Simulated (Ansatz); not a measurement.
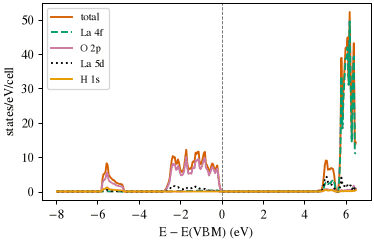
Fig. 1. Total and projected density of states of LaHO2 in space group P2_1/m (No. 11; La on 2e, H on 2e, O on 2e, O on 2e), the program Ansatz at the r²SCAN level (PAW)

Question: Which orbitals carry the states next to the gap?

Answer: Top 1 eV of the valence band: O 2p 86 %. Bottom 1 eV of the conduction band: La 5d 39 %, La 4f 35 %, O 2p 8 %, La 6s 5 %, H 1s 5 %. Projections are on Löwdin-orthogonalised atomic valence shells; empty p or d shells of many metals are not among them.

Question: Where is the tallest occupied peak in this window, and what makes it?

Answer: Near -1.7 eV, about 12 states/eV per cell; the largest projected share is O 2p.

The workflow started from a Materials Project entry (that database holds measured and hypothetical structures alike); the Crystallography Open Database copy checked does not list it. Its standing as an ambient phase is unchecked. The r²SCAN relaxation kept the symmetry of its start; its stability against distortions is not shown here. Spin–orbit coupling is left out wherever it is not named.

Potentials: the later of the program's two PAW sets.
